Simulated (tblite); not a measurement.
# Saddle-point search of C4H8BNO

- system: C4H8BNO
- method: GFN2-xTB saddle search (eigenvector following) and harmonic vibrations, gas phase (tblite 0.8.0)

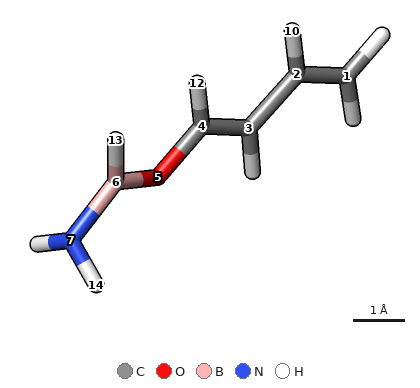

Figure 1. The structure as given in the input (stick view, seen at a tilt; atoms are numbered from 1 in the order of the input).

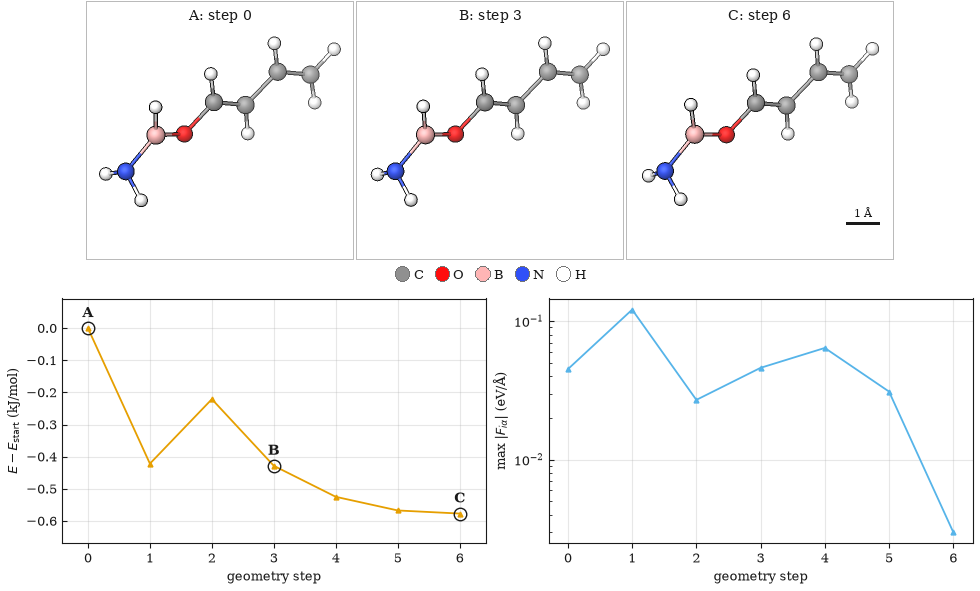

Figure 2. Frames of the saddle-point search (ball-and-stick view, seen at a tilt) above the curves, on which the letters mark them (steps are counted from 0).

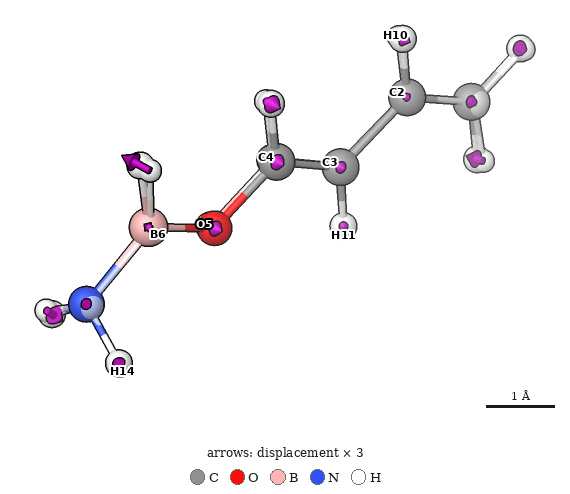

Figure 3. Start (faint) and end (solid) with the displacements as pink arrows, magnified 3 times (ball-and-stick view, seen at a tilt). The two geometries are laid on each other by the best rigid fit. After 6 geometry steps the energy has fallen by 0.58 kJ/mol. The largest force component goes from 0.045 to 0.003 eV/Å. H13 moves most after the best rigid fit: 0.19 Å. By element the largest moves are H 0.19 Å, C 0.11 Å, O 0.10 Å, N 0.06 Å, B 0.05 Å. (Atoms are counted from 1 in the order of the input.)

These pictures come from the run below.

The input:
```
{"job": {"xc": "GFN2-xTB", "basis": "xTB", "kind": "saddle"}, "charge": 0, "multiplicity": 1}
C     -3.410694    -0.256779    -0.679369
C     -2.319737     0.296537    -0.155644
C     -1.006440    -0.297179    -0.215898
C      0.082469     0.303828     0.271060
O      1.317409    -0.245385     0.185079
B      2.462401     0.400539     0.488732
N      3.740479    -0.289860     0.338098
H     -3.375223    -1.207293    -1.185318
H     -4.373550     0.220947    -0.623951
H     -2.384948     1.255057     0.342450
H     -0.915870    -1.262731    -0.692410
H      0.027352     1.276677     0.752260
H      2.435671     1.522430     0.861762
H      3.909086    -0.603589    -0.609793
H      3.811595    -1.113199     0.922941
```

The first line tells a small driver script what to run in tblite; the rest is the geometry in Å.

Command:
```bash
OMP_NUM_THREADS=1 python <driver script> task.json out
```

Output:
```
step      E/eV     max force
  0    -567.41720   0.0516
  1    -567.42157   0.1509
  2    -567.41949   0.0328
  3    -567.42164   0.0583
  4    -567.42264   0.0657
  5    -567.42308   0.0337
  6    -567.42318   0.0037
lowest wavenumbers (cm-1): -529.9 67.4 103.3 125.5 159.7 255.0
```

Trajectory as extended XYZ (Å, eV, eV/Å), 7 frames, from step=0 to step=6:
```
15
Properties=species:S:1:pos:R:3:forces:R:3 step=0 energy=-567.41720
C    -3.4107   -0.2568   -0.6794    0.0450   0.0140   0.0210
C    -2.3197    0.2965   -0.1556   -0.0290  -0.0210  -0.0140
C    -1.0064   -0.2972   -0.2159    0.0000  -0.0020  -0.0080
C     0.0825    0.3038    0.2711   -0.0030   0.0060  -0.0120
O     1.3174   -0.2454    0.1851   -0.0080   0.0030  -0.0130
B     2.4624    0.4005    0.4887   -0.0140   0.0120  -0.0120
N     3.7405   -0.2899    0.3381   -0.0370   0.0030   0.0080
H    -3.3752   -1.2073   -1.1853    0.0060  -0.0040   0.0050
H    -4.3735    0.2209   -0.6240    0.0110  -0.0070   0.0050
H    -2.3849    1.2551    0.3425    0.0070   0.0010   0.0060
H    -0.9159   -1.2627   -0.6924    0.0060  -0.0050  -0.0070
H     0.0274    1.2767    0.7523    0.0200   0.0110  -0.0090
H     2.4357    1.5224    0.8618    0.0180   0.0040   0.0260
H     3.9091   -0.6036   -0.6098   -0.0200  -0.0130   0.0220
H     3.8116   -1.1132    0.9229   -0.0010  -0.0020  -0.0200
15
Properties=species:S:1:pos:R:3:forces:R:3 step=1 energy=-567.42157
C    -3.4096   -0.2842   -0.6556    0.0370   0.0180   0.0190
C    -2.3205    0.3031   -0.1660   -0.0340  -0.0220  -0.0190
C    -0.9994   -0.2700   -0.2394   -0.0020   0.0050  -0.0010
C     0.0890    0.3480    0.2271   -0.0100   0.0000  -0.0060
O     1.3211   -0.2044    0.1406    0.0660   0.0450   0.0220
B     2.4681    0.4034    0.5124   -0.0430  -0.0060  -0.0010
N     3.7295   -0.3176    0.3606   -0.0080  -0.1180   0.0220
H    -3.3620   -1.2440   -1.1434    0.0030   0.0070   0.0080
H    -4.3823    0.1716   -0.5885    0.0140  -0.0040   0.0030
H    -2.3932    1.2687    0.3175   -0.0020  -0.0040  -0.0050
H    -0.9012   -1.2421   -0.7017    0.0020   0.0040   0.0010
H     0.0384    1.3278    0.6949    0.0010  -0.0020  -0.0050
H     2.4617    1.5035    0.9518   -0.0080  -0.0510  -0.0150
H     3.9122   -0.5797   -0.6018   -0.0090   0.0060   0.0670
H     3.7484   -1.1840    0.8914   -0.0060   0.1210  -0.0900
15
Properties=species:S:1:pos:R:3:forces:R:3 step=2 energy=-567.41949
C    -3.4083   -0.2673   -0.6719    0.0120   0.0020   0.0070
C    -2.3203    0.2970   -0.1556   -0.0050  -0.0040  -0.0040
C    -1.0029   -0.2854   -0.2250   -0.0010  -0.0010  -0.0040
C     0.0847    0.3223    0.2562    0.0010   0.0040  -0.0060
O     1.3186   -0.2277    0.1700   -0.0200  -0.0090  -0.0140
B     2.4647    0.4047    0.4921    0.0050   0.0060  -0.0050
N     3.7340   -0.3029    0.3476   -0.0190   0.0260   0.0060
H    -3.3649   -1.2162   -1.1802    0.0020  -0.0050   0.0040
H    -4.3762    0.1987   -0.6079    0.0050  -0.0050   0.0020
H    -2.3910    1.2531    0.3464    0.0040   0.0030   0.0020
H    -0.9072   -1.2512   -0.7003    0.0020  -0.0040  -0.0030
H     0.0307    1.2964    0.7348    0.0100   0.0080  -0.0050
H     2.4488    1.5212    0.8795    0.0120   0.0140   0.0210
H     3.9085   -0.6048   -0.6025   -0.0070  -0.0070  -0.0060
H     3.7808   -1.1380    0.9169   -0.0020  -0.0270   0.0050
15
Properties=species:S:1:pos:R:3:forces:R:3 step=3 energy=-567.42164
C    -3.4072   -0.2834   -0.6592    0.0150   0.0080   0.0090
C    -2.3211    0.3008   -0.1609   -0.0130  -0.0090  -0.0090
C    -0.9990   -0.2692   -0.2369    0.0000   0.0030  -0.0010
C     0.0883    0.3482    0.2325   -0.0040   0.0010  -0.0040
O     1.3206   -0.2034    0.1447    0.0290   0.0200   0.0080
B     2.4684    0.4065    0.5054   -0.0190  -0.0030   0.0010
N     3.7276   -0.3192    0.3587   -0.0050  -0.0460   0.0140
H    -3.3558   -1.2376   -1.1572    0.0000  -0.0010   0.0050
H    -4.3808    0.1696   -0.5899    0.0050  -0.0020   0.0020
H    -2.3969    1.2610    0.3324    0.0000   0.0020  -0.0040
H    -0.8986   -1.2387   -0.7041    0.0010   0.0010   0.0000
H     0.0368    1.3260    0.7041    0.0010   0.0000  -0.0040
H     2.4649    1.5104    0.9313   -0.0040  -0.0230  -0.0020
H     3.9078   -0.5940   -0.5995   -0.0020   0.0040   0.0210
H     3.7452   -1.1772    0.8987   -0.0030   0.0450  -0.0370
15
Properties=species:S:1:pos:R:3:forces:R:3 step=4 energy=-567.42264
C    -3.4094   -0.2924   -0.6452    0.0340   0.0100   0.0120
C    -2.3197    0.3073   -0.1729   -0.0330  -0.0130  -0.0140
C    -0.9972   -0.2608   -0.2499   -0.0010  -0.0040  -0.0020
C     0.0910    0.3600    0.2127    0.0020   0.0020   0.0000
O     1.3223   -0.1941    0.1275    0.0300   0.0250   0.0110
B     2.4674    0.4001    0.5218   -0.0300   0.0040   0.0000
N     3.7249   -0.3258    0.3680    0.0210  -0.0440  -0.0280
H    -3.3604   -1.2580   -1.1216    0.0040   0.0100   0.0080
H    -4.3838    0.1578   -0.5739   -0.0030   0.0040   0.0020
H    -2.3931    1.2779    0.3007   -0.0040  -0.0080  -0.0070
H    -0.8975   -1.2345   -0.7085    0.0010   0.0010   0.0020
H     0.0412    1.3411    0.6777   -0.0010  -0.0020  -0.0020
H     2.4625    1.4901    0.9834   -0.0060  -0.0290  -0.0120
H     3.9192   -0.5666   -0.5976   -0.0100   0.0110   0.0640
H     3.7324   -1.2019    0.8777   -0.0050   0.0340  -0.0350
15
Properties=species:S:1:pos:R:3:forces:R:3 step=5 energy=-567.42308
C    -3.4106   -0.2974   -0.6353    0.0140   0.0020   0.0050
C    -2.3186    0.3107   -0.1804   -0.0130  -0.0030  -0.0060
C    -0.9956   -0.2565   -0.2591    0.0000   0.0000   0.0010
C     0.0933    0.3672    0.1981   -0.0020  -0.0010   0.0000
O     1.3246   -0.1870    0.1140    0.0210   0.0170   0.0080
B     2.4664    0.3963    0.5319   -0.0160   0.0010  -0.0020
N     3.7244   -0.3288    0.3743    0.0020  -0.0310   0.0070
H    -3.3634   -1.2696   -1.0980    0.0020   0.0090   0.0050
H    -4.3855    0.1517   -0.5616    0.0010   0.0010  -0.0010
H    -2.3905    1.2874    0.2804   -0.0020  -0.0070  -0.0040
H    -0.8964   -1.2328   -0.7122    0.0000   0.0000   0.0020
H     0.0438    1.3501    0.6591   -0.0010  -0.0010   0.0000
H     2.4586    1.4750    1.0181   -0.0030  -0.0190  -0.0100
H     3.9260   -0.5503   -0.5933   -0.0010   0.0060   0.0160
H     3.7234   -1.2161    0.8639   -0.0020   0.0270  -0.0200
15
Properties=species:S:1:pos:R:3:forces:R:3 step=6 energy=-567.42318
C    -3.4112   -0.2989   -0.6306    0.0010   0.0000   0.0000
C    -2.3180    0.3120   -0.1835   -0.0010   0.0000   0.0000
C    -0.9953   -0.2558   -0.2621    0.0000   0.0000   0.0000
C     0.0944    0.3701    0.1901    0.0000   0.0000   0.0000
O     1.3259   -0.1836    0.1051    0.0030   0.0020   0.0010
B     2.4651    0.3933    0.5370   -0.0020   0.0000   0.0000
N     3.7242   -0.3294    0.3768    0.0000  -0.0010  -0.0010
H    -3.3655   -1.2742   -1.0862    0.0000   0.0010   0.0010
H    -4.3858    0.1513   -0.5576    0.0000   0.0000   0.0000
H    -2.3885    1.2918    0.2706    0.0000  -0.0010  -0.0010
H    -0.8971   -1.2342   -0.7108    0.0000   0.0000   0.0000
H     0.0453    1.3543    0.6482    0.0000   0.0000   0.0000
H     2.4540    1.4647    1.0374    0.0000  -0.0030  -0.0010
H     3.9291   -0.5410   -0.5920    0.0000   0.0000   0.0020
H     3.7234   -1.2204    0.8577    0.0000   0.0010  -0.0010
```

Results in brief:

- outcome: converged
- total energy: −567.4232 eV
- point group: Cs
- hardware: 1 CPU thread, shared host
- wall time: 3.7 s
- peak memory: 0.2 GiB
